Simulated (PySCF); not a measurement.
Geometry relaxation, with input and output: Si2H3OF (part 1 of 3)

Si2H3OF, SMILES F[Si]O[SiH3], computed with HF/Sapporo-DZP, RHF (PySCF 2.14.0).

The atoms were displaced at random from an optimised geometry. Figures and captions count atoms from 1; the log counts them from 0 in places.

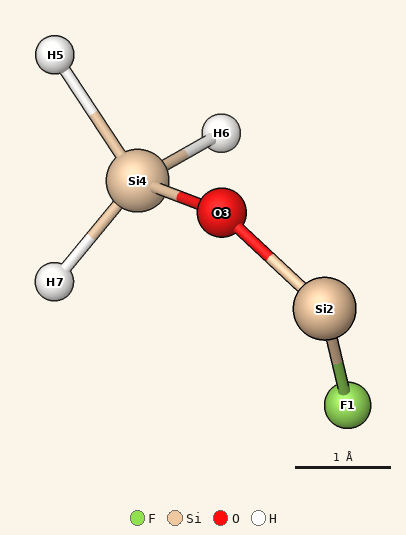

Figure 1. The structure as given in the input (ball-and-stick view, seen at a tilt; atoms are numbered from 1 in the order of the input).

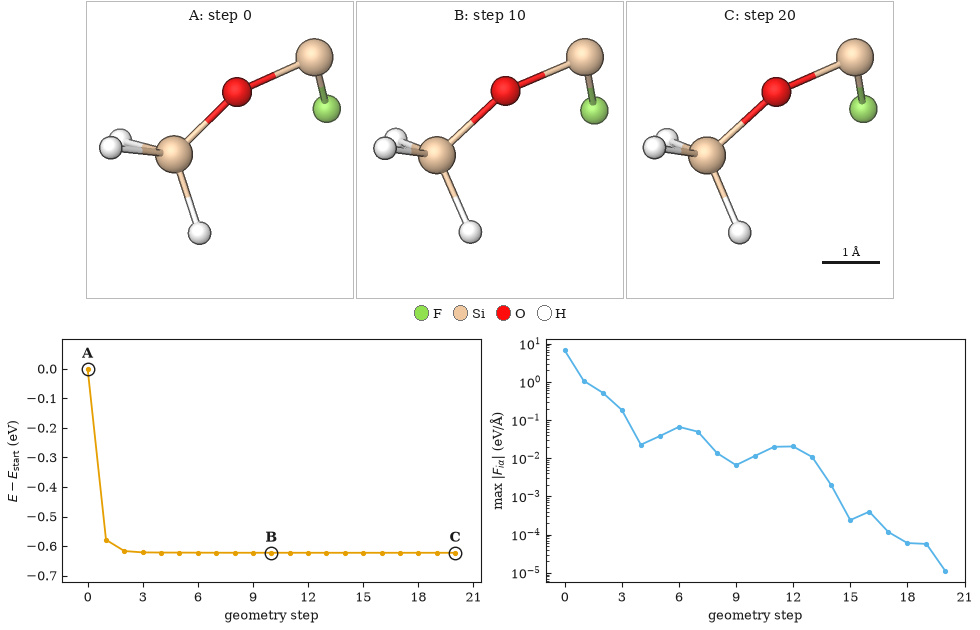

Figure 2. Frames of the relaxation (ball-and-stick view, seen at a tilt) above the curves, on which the letters mark them (steps are counted from 0).

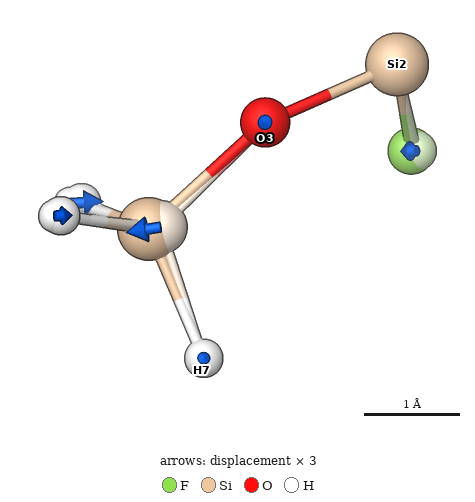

Figure 3. Start (faint) and end (solid) with the displacements as blue arrows, magnified 3 times (ball-and-stick view, seen at a tilt). The two geometries are laid on each other by the best rigid fit. The largest move after the best rigid fit is that of Si4, 0.13 Å. Largest moves by element: Si 0.13 Å, H 0.12 Å, F 0.08 Å, O 0.05 Å. Distances before and after: Si4–H6 1.620 → 1.479 Å, Si4–H5 1.601 → 1.478 Å, O3–Si4 1.570 → 1.673 Å, F1–Si2 1.591 → 1.638 Å. Among the angles that change: H5–Si4–H6 98.5° → 110.1°, O3–Si4–H7 116.9° → 109.5°, O3–Si4–H5 112.1° → 107.4°. Over 20 geometry steps the energy falls by 0.623 eV. Largest force component: 6.7 eV/Å at the start, under 0.0001 eV/Å at the end. (Atoms are counted from 1 in the order of the input.)

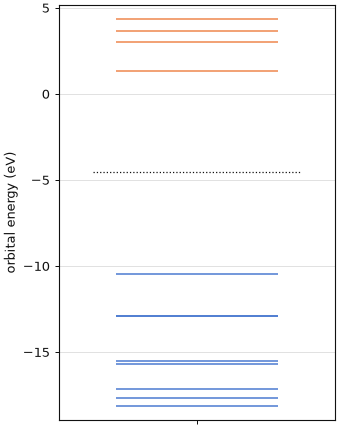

Figure 4. Orbital energies near the frontier; the dotted line parts filled from empty levels, and levels within 0.02 eV of each other stand side by side. Highest filled −10.44 eV, lowest empty 1.35 eV, 11.79 eV apart.

The input and output of the run follow.

### The input (job.py)
```python
from pyscf import gto
from pyscf import df
from pyscf.geomopt.geometric_solver import kernel as optimise

system = gto.M(
    atom=[
    ('F', (0.666003, -1.841546, 1.604144)),
    ('Si', (-0.456469, -2.154208, 0.521124)),
    ('O', (-0.547004, -0.748944, -0.269736)),
    ('Si', (0.025376, 0.705992, -0.412016)),
    ('H', (-0.714211, 1.534929, -1.564708)),
    ('H', (-0.362825, 1.649164, 0.846448)),
    ('H', (1.472858, 0.832367, -0.596180)),
],
    basis='sapporo-dzp',
    charge=0,
    verbose=3,
    max_memory=1860,
)

mf = system.RHF()
mf = mf.density_fit(auxbasis=df.aug_etb(system, beta=2.0))
converged, mol_eq = optimise(mf, maxsteps=100, convergence_set='GAU_TIGHT')
print('converged:', converged)
print(mol_eq.tostring())

mf.reset(mol_eq)
system = mol_eq
mf.kernel()
e_tot = mf.e_tot
print('E = %.10f Eh' % e_tot)
```

Command:
```bash
OMP_NUM_THREADS=1 python job.py
```

### Output
```
#|     Arguments passed to driver run_optimizer():      |#
convergence_set           GAU_TIGHT
customengine              <pyscf.geomopt.geometric_solver.PySCFEngine object>
maxiter                   100
----------------------------------------------------------
Custom engine selected.
Bonds will be generated from interatomic distances less than 1.20 times sum of covalent radii
21 internal coordinates being used (instead of 21 Cartesians)
Internal coordinate system (atoms numbered from 1):
Distance 1-2
Distance 2-3
Distance 3-4
Distance 4-5
Distance 4-6
Distance 4-7
Angle 1-2-3
Angle 2-3-4
Angle 3-4-5
Angle 3-4-6
Angle 3-4-7
Angle 5-4-6
Angle 5-4-7
Angle 6-4-7
Dihedral 1-2-3-4
Dihedral 2-3-4-5
Dihedral 2-3-4-6
Dihedral 2-3-4-7
Translation-X 1-7
Translation-Y 1-7
Translation-Z 1-7
Rotation-A 1-7
Rotation-B 1-7
Rotation-C 1-7
<class 'geometric.internal.Distance'> : 6
<class 'geometric.internal.Angle'> : 8
<class 'geometric.internal.Dihedral'> : 4
<class 'geometric.internal.TranslationX'> : 1
<class 'geometric.internal.TranslationY'> : 1
<class 'geometric.internal.TranslationZ'> : 1
<class 'geometric.internal.RotationA'> : 1
<class 'geometric.internal.RotationB'> : 1
<class 'geometric.internal.RotationC'> : 1
> ===== Optimization Info: ====
> Job type: Energy minimization
> Maximum number of optimization cycles: 100
> Initial / maximum trust radius (Angstrom): 0.100 / 0.300
> Convergence Criteria:
> Will converge when all 5 criteria are reached:
>  |Delta-E| < 1.00e-06
>  RMS-Grad  < 1.00e-05
>  Max-Grad  < 1.50e-05
>  RMS-Disp  < 4.00e-05
>  Max-Disp  < 6.00e-05
> === End Optimization Info ===

Geometry optimization cycle 1
Cartesian coordinates (Angstrom)
 Atom        New coordinates             dX        dY        dZ
   F   0.666003  -1.841546   1.604144    0.000000  0.000000  0.000000
  Si  -0.456469  -2.154208   0.521124    0.000000  0.000000  0.000000
   O  -0.547004  -0.748944  -0.269736    0.000000  0.000000  0.000000
  Si   0.025376   0.705992  -0.412016    0.000000  0.000000  0.000000
   H  -0.714211   1.534929  -1.564708    0.000000  0.000000  0.000000
   H  -0.362825   1.649164   0.846448    0.000000  0.000000  0.000000
   H   1.472858   0.832367  -0.596180    0.000000  0.000000  0.000000

WARN: Mole.unit (angstrom) is changed to Bohr

converged SCF energy = -753.957194048207
--------------- DFRHF_Scanner gradients ---------------
         x                y                z
0 F    -0.0210354695    -0.0075721415    -0.0190394176
1 Si     0.0225250875     0.0361407759     0.0060495663
2 O     0.0186140583     0.0389671389     0.0068232571
3 Si     0.0130945440    -0.1300855803    -0.0006556155
4 H    -0.0173120266     0.0259619619    -0.0194842235
5 H    -0.0106689074     0.0284266881     0.0243638426
6 H    -0.0052172864     0.0081611568     0.0019425905
----------------------------------------------
cycle 1: E = -753.957194048  dE = -753.957  norm(grad) = 0.157113
Step    0 : Gradient = 5.938e-02/1.307e-01 (rms/max) Energy = -753.9571940482
Hessian Eigenvalues: 2.30000e-02 2.30000e-02 5.00000e-02 ... 4.84122e-01 5.30394e-01 5.75004e-01

Geometry optimization cycle 2
Cartesian coordinates (Angstrom)
 Atom        New coordinates             dX        dY        dZ
   F   0.694639  -1.843617   1.593505    0.028636 -0.002071 -0.010639
  Si  -0.467200  -2.170800   0.512971   -0.010731 -0.016592 -0.008153
   O  -0.567042  -0.717198  -0.259417   -0.020038  0.031746  0.010319
  Si  -0.018130   0.816943  -0.392338   -0.043506  0.110951  0.019678
   H  -0.657853   1.464388  -1.530897    0.056358 -0.070541  0.033811
   H  -0.347910   1.604927   0.790688    0.014915 -0.044237 -0.055760
   H   1.447222   0.823110  -0.585436   -0.025636 -0.009257  0.010744
converged SCF energy = -753.978466689766
--------------- DFRHF_Scanner gradients ---------------
         x                y                z
0 F    -0.0070015640    -0.0012823624    -0.0069233914
1 Si     0.0066370846     0.0001660246     0.0069909876
2 O     0.0080585665     0.0207745069    -0.0021138670
3 Si    -0.0129925017    -0.0178148098     0.0024577485
4 H     0.0043091366    -0.0011492588     0.0085072792
5 H     0.0021407424    -0.0019937427    -0.0091636576
6 H    -0.0011514645     0.0012996423     0.0002449007
----------------------------------------------
cycle 2: E = -753.97846669  dE = -0.0212726  norm(grad) = 0.0370489
Step    1 : Displace = 6.860e-02/1.208e-01 (rms/max) Trust = 1.000e-01 (=) Grad = 1.400e-02/2.238e-02 (rms/max) E (change) = -753.9784666898 (-2.127e-02) Quality = 1.051
Hessian Eigenvalues: 2.29995e-02 2.30071e-02 5.00000e-02 ... 4.71088e-01 5.04027e-01 5.43547e-01

Geometry optimization cycle 3
Cartesian coordinates (Angstrom)
 Atom        New coordinates             dX        dY        dZ
   F   0.693756  -1.855924   1.609878   -0.000884 -0.012308  0.016373
  Si  -0.468041  -2.173025   0.508880   -0.000841 -0.002225 -0.004091
   O  -0.566229  -0.716509  -0.260816    0.000813  0.000689 -0.001399
  Si  -0.012166   0.840738  -0.395902    0.005964  0.023795 -0.003564
   H  -0.672438   1.459166  -1.572355   -0.014586 -0.005223 -0.041458
   H  -0.347626   1.603294   0.834445    0.000284 -0.001633  0.043757
   H   1.456473   0.820015  -0.595055    0.009251 -0.003095 -0.009618
converged SCF energy = -753.979864854521
--------------- DFRHF_Scanner gradients ---------------
         x                y                z
0 F    -0.0019119503    -0.0004519576    -0.0019006326
1 Si     0.0019499092    -0.0034391717     0.0036280113
2 O     0.0031437991     0.0101148957    -0.0022320466
3 Si    -0.0031181345    -0.0081002277     0.0006058973
4 H    -0.0007095896     0.0010222297    -0.0019039080
5 H    -0.0003092031     0.0014049172     0.0019551991
6 H     0.0009551691    -0.0005506854    -0.0001525204
----------------------------------------------
cycle 3: E = -753.979864855  dE = -0.00139816  norm(grad) = 0.0155386
Step    2 : Displace = 2.705e-02/4.440e-02 (rms/max) Trust = 1.414e-01 (+) Grad = 5.873e-03/1.082e-02 (rms/max) E (change) = -753.9798648545 (-1.398e-03) Quality = 1.026
Hessian Eigenvalues: 2.29800e-02 2.30007e-02 5.00000e-02 ... 3.96225e-01 4.90966e-01 5.39618e-01

Geometry optimization cycle 4
Cartesian coordinates (Angstrom)
 Atom        New coordinates             dX        dY        dZ
   F   0.688296  -1.853781   1.617367   -0.005459  0.002143  0.007489
  Si  -0.470886  -2.171825   0.507114   -0.002845  0.001200 -0.001766
   O  -0.568187  -0.720601  -0.262759   -0.001958 -0.004092 -0.001944
  Si  -0.006483   0.844748  -0.398152    0.005683  0.004010 -0.002250
   H  -0.675100   1.455869  -1.566649   -0.002662 -0.003297  0.005706
   H  -0.343323   1.591594   0.833392    0.004303 -0.011700 -0.001053
   H   1.459411   0.831751  -0.601237    0.002938  0.011736 -0.006182
converged SCF energy = -753.980031175902
--------------- DFRHF_Scanner gradients ---------------
         x                y                z
0 F    -0.0002512714    -0.0001416497    -0.0002035415
1 Si     0.0002373950    -0.0020279018     0.0010719182
2 O     0.0005819577     0.0035806796    -0.0005891486
3 Si    -0.0007377909    -0.0011494292    -0.0000949188
4 H    -0.0000843737    -0.0000590974    -0.0002604562
5 H    -0.0000255819    -0.0002231955     0.0000997978
6 H     0.0002796651     0.0000205939    -0.0000236509
----------------------------------------------
cycle 4: E = -753.980031176  dE = -0.000166321  norm(grad) = 0.00458716
Step    3 : Displace = 9.043e-03/1.368e-02 (rms/max) Trust = 2.000e-01 (+) Grad = 1.734e-03/3.675e-03 (rms/max) E (change) = -753.9800311759 (-1.663e-04) Quality = 1.171
Hessian Eigenvalues: 2.28875e-02 2.30215e-02 5.00000e-02 ... 3.24474e-01 4.80901e-01 5.38551e-01

Geometry optimization cycle 5
Cartesian coordinates (Angstrom)
 Atom        New coordinates             dX        dY        dZ
   F   0.688071  -1.845347   1.616781   -0.000226  0.008434 -0.000585
  Si  -0.469685  -2.171029   0.505648    0.001201  0.000796 -0.001466
   O  -0.570512  -0.724852  -0.265916   -0.002325 -0.004251 -0.003157
  Si  -0.006425   0.843282  -0.397488    0.000058 -0.001466  0.000664
   H  -0.673802   1.457330  -1.563791    0.001299  0.001461  0.002858
   H  -0.342267   1.589811   0.834535    0.001056 -0.001783  0.001143
   H   1.458349   0.828558  -0.600693   -0.001063 -0.003193  0.000543
converged SCF energy = -753.980051622391
--------------- DFRHF_Scanner gradients ---------------
         x                y                z
0 F     0.0000310392     0.0000220436     0.0000253837
1 Si    -0.0002122422    -0.0004069164    -0.0001625290
2 O     0.0002659300     0.0002918348     0.0004395246
3 Si    -0.0001664831     0.0001034146    -0.0004211415
4 H     0.0001423331    -0.0001005157     0.0000750457
5 H     0.0000184359    -0.0000020558     0.0000445387
6 H    -0.0000790130     0.0000921949    -0.0000008223
----------------------------------------------
cycle 5: E = -753.980051622  dE = -2.04465e-05  norm(grad) = 0.000925766
Step    4 : Displace = 4.487e-03/8.408e-03 (rms/max) Trust = 2.828e-01 (+) Grad = 3.499e-04/5.908e-04 (rms/max) E (change) = -753.9800516224 (-2.045e-05) Quality = 1.210
Hessian Eigenvalues: 2.22613e-02 2.30117e-02 5.00000e-02 ... 4.06496e-01 4.78680e-01 5.39955e-01

Geometry optimization cycle 6
Cartesian coordinates (Angstrom)
 Atom        New coordinates             dX        dY        dZ
   F   0.687843  -1.837021   1.616861   -0.000228  0.008326  0.000079
  Si  -0.467869  -2.169558   0.505236    0.001816  0.001471 -0.000412
   O  -0.572650  -0.726916  -0.269934   -0.002138 -0.002064 -0.004017
  Si  -0.006456   0.841615  -0.397286   -0.000031 -0.001667  0.000202
   H  -0.673745   1.460102  -1.561797    0.000057  0.002771  0.001993
   H  -0.341754   1.585432   0.835995    0.000514 -0.004379  0.001460
   H   1.458358   0.824100  -0.599998    0.000010 -0.004458  0.000695
converged SCF energy = -753.980057979297
--------------- DFRHF_Scanner gradients ---------------
         x                y                z
0 F     0.0000692477     0.0000082628     0.0000730755
1 Si    -0.0002388722     0.0003199449    -0.0005277110
2 O     0.0001981022    -0.0006237088     0.0007414081
3 Si    -0.0000307252     0.0002963642    -0.0001959437
4 H     0.0000228927     0.0000181508    -0.0000087655
5 H     0.0000257960    -0.0000478704    -0.0001131557
6 H    -0.0000464413     0.0000288564     0.0000310923
----------------------------------------------
cycle 6: E = -753.980057979  dE = -6.35691e-06  norm(grad) = 0.00125454
Step    5 : Displace = 4.726e-03/8.271e-03 (rms/max) Trust = 3.000e-01 (+) Grad = 4.742e-04/9.889e-04 (rms/max) E (change) = -753.9800579793 (-6.357e-06) Quality = 1.538
Hessian Eigenvalues: 1.67014e-02 2.30077e-02 4.99999e-02 ... 4.00046e-01 5.39478e-01 6.08912e-01

Geometry optimization cycle 7
Cartesian coordinates (Angstrom)
 Atom        New coordinates             dX        dY        dZ
   F   0.686451  -1.817302   1.617099   -0.001392  0.019719  0.000238
  Si  -0.463717  -2.166916   0.504609    0.004151  0.002642 -0.000627
   O  -0.577425  -0.730993  -0.280057   -0.004776 -0.004077 -0.010123
  Si  -0.006516   0.837475  -0.396904   -0.000060 -0.004141  0.000382
   H  -0.672883   1.465230  -1.556743    0.000862  0.005129  0.005054
   H  -0.340409   1.575337   0.840756    0.001345 -0.010095  0.004761
   H   1.458227   0.814923  -0.599683   -0.000131 -0.009177  0.000315
converged SCF energy = -753.980067397445
--------------- DFRHF_Scanner gradients ---------------
         x                y                z
0 F     0.0000548820    -0.0000123463     0.0000689796
1 Si    -0.0001639005     0.0009954953    -0.0007659644
2 O     0.0001062154    -0.0012914041     0.0008602233
3 Si     0.0001024868     0.0002875624    -0.0002551561
4 H    -0.0000161518     0.0000245908     0.0000886206
5 H    -0.0000706293     0.0000739820    -0.0000314479
6 H    -0.0000129026    -0.0000778801     0.0000347449
----------------------------------------------
cycle 7: E = -753.980067397  dE = -9.41815e-06  norm(grad) = 0.00205363
Step    6 : Displace = 1.094e-02/1.962e-02 (rms/max) Trust = 3.000e-01 (=) Grad = 7.762e-04/1.555e-03 (rms/max) E (change) = -753.9800673974 (-9.418e-06) Quality = 1.394
Hessian Eigenvalues: 1.12996e-02 2.30085e-02 4.99996e-02 ... 3.87289e-01 5.39511e-01 6.36019e-01
```
